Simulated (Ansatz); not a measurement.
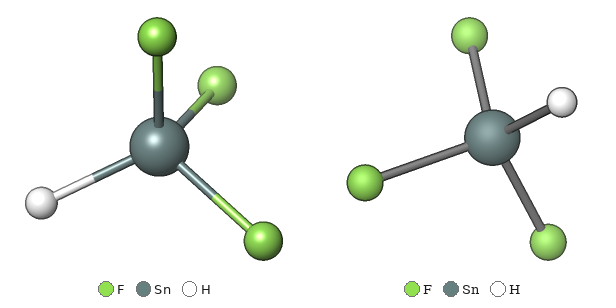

Both panels show the same species.

Computed geometry: PBE0-D4/def2-TZVP optimisation.

What does the picture show?

The molecule is F3HSn. As SMILES it reads `[F][SnH]([F])[F]`. This geometry has C3v symmetry. Coordination: 1 Sn tetrahedral.

More results for the same structure follow; atom numbers are the same in all pictures, views and colours differ.

Vibrations

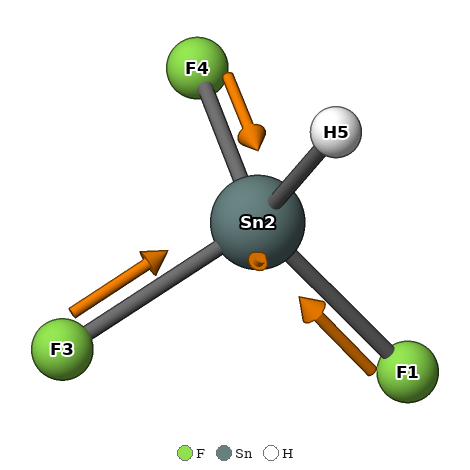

The arrows show one normal mode. Harmonic vibrations computed with RKS PBE0-D4/def2-TZVP, core potentials on Sn (Ansatz 0.2.0) at a stationary point of the same level.

Describe the motion.

Answer. Mostly in-phase stretching of 3 Sn–F bonds.

Estimate its harmonic wavenumber.

Answer. 658 cm⁻¹; it is mode 6 of 9 counted from the lowest.

Levels of theory compared

Program: Ansatz 0.2.0.

At this fixed geometry, give dipole (D) at these levels: B3LYP-D4/def2-TZVPP; PBE-D4/def2-TZVPP; PBE0-D4/def2-TZVP; r2SCAN-D4/def2-TZVPP; ωB97M-V/def2-TZVPP.

| level | dipole (D) |
| --- | --- |
| B3LYP-D4/def2-TZVPP | 3.32 |
| PBE-D4/def2-TZVPP | 3.13 |
| PBE0-D4/def2-TZVP | 3.33 |
| r2SCAN-D4/def2-TZVPP | 3.25 |
| ωB97M-V/def2-TZVPP | 3.34 |

Charges

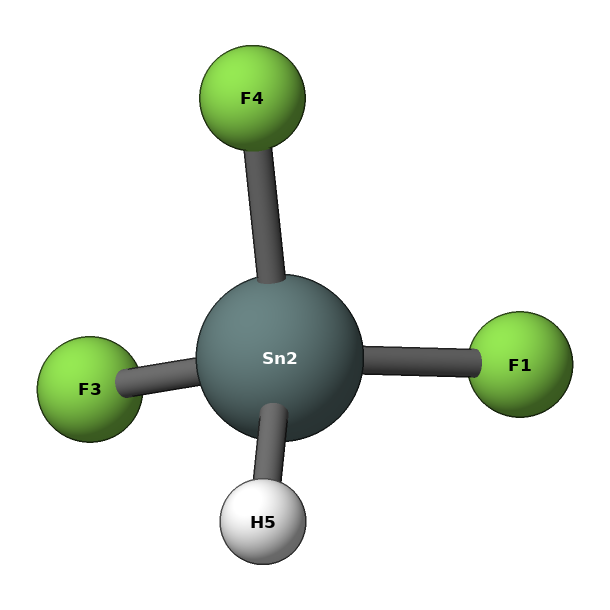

The questions are on Mulliken charges. Level of theory: RKS B3LYP-D4/def2-TZVPP, core potentials on Sn (Ansatz 0.2.0).

Give the Mulliken charges atom by atom.

```tsv
atom	value (e)
F1	−0.45
Sn2	1.43
F3	−0.45
F4	−0.45
H5	−0.06
```

Mulliken values depend strongly on the basis set and can even reverse the polarity of a bond.
